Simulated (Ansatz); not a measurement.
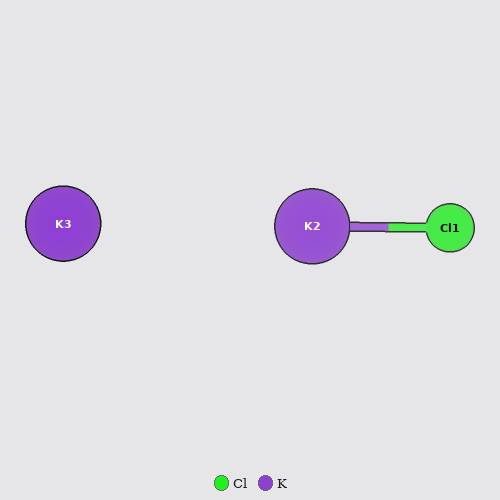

The system is Cl + K₂, spin multiplicity 2; the picture shows the reference structure. Coordinates scanned: (1) distance Cl1–K2; (2) distance K2–K3. Nothing is relaxed (the angle Cl1–K2–K3 is fixed at 180 degrees). The scan uses a 17 × 17 grid. Points are written as (first, second). All energies are given in eV relative to Cl far from the relaxed KK (each part in its own basis). The D4 coefficients can switch as the alkali atoms part, which puts small steps into the map. Computed with UKS PBE0-D4/def2-SVPD (Ansatz 0.2.0).

Its coordinates:

```yaml
atoms:
  - { symbol: Cl, position_ang: [-2.7120, 0.0000, 0.0000] }
  - { symbol: K, position_ang: [0.0000, 0.0000, 0.0000] }
  - { symbol: K, position_ang: [4.8990, 0.0000, 0.0000] }
```

Range: distance Cl1–K2 from 2.440 to 4.840 Å; distance K2–K3 from 3.248 to 5.648 Å.

Q: What landscape does the calculation give?

A: The lowest grid point is at (2.712 Å, 4.899 Å), −4.02 eV from Cl far from the relaxed KK (each part in its own basis). The highest grid point, (4.840 Å, 3.248 Å), lies 2.18 eV above the lowest.

```tsv
distance K2–K3 ↓, distance Cl1–K2 →	2.505	2.712	2.969	3.259	3.576	3.915	4.272	4.647
5.648	−3.83	−3.99	−3.88	−3.62	−3.36	−3.10	−2.80	−2.52
5.266	−3.85	−4.01	−3.91	−3.65	−3.38	−3.17	−2.88	−2.60
4.899	−3.86	−4.02	−3.92	−3.66	−3.35	−3.09	−2.86	−2.60
4.551	−3.83	−4.00	−3.90	−3.64	−3.33	−3.01	−2.72	−2.46
4.223	−3.80	−3.96	−3.87	−3.61	−3.30	−2.98	−2.69	−2.42
3.919	−3.74	−3.90	−3.80	−3.55	−3.23	−2.91	−2.62	−2.35
3.644	−3.64	−3.80	−3.70	−3.44	−3.12	−2.80	−2.50	−2.24
3.409	−3.52	−3.68	−3.57	−3.30	−2.98	−2.66	−2.36	−2.09
3.248	−3.42	−3.57	−3.46	−3.18	−2.86	−2.53	−2.22	−1.95
```

The table holds every second grid line.

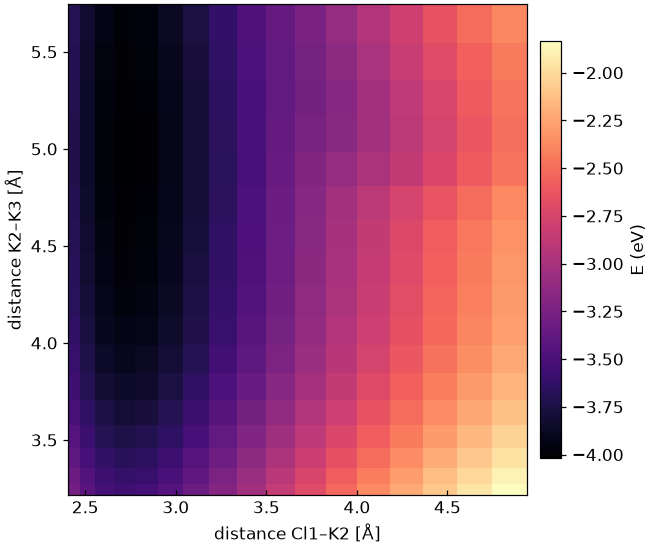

The picture shows one coloured cell a grid point.

The whole map (289 points run) took 36 min on 1 thread of Intel(R) Xeon(R) 6975P-C (Granite Rapids), with other jobs on the host.
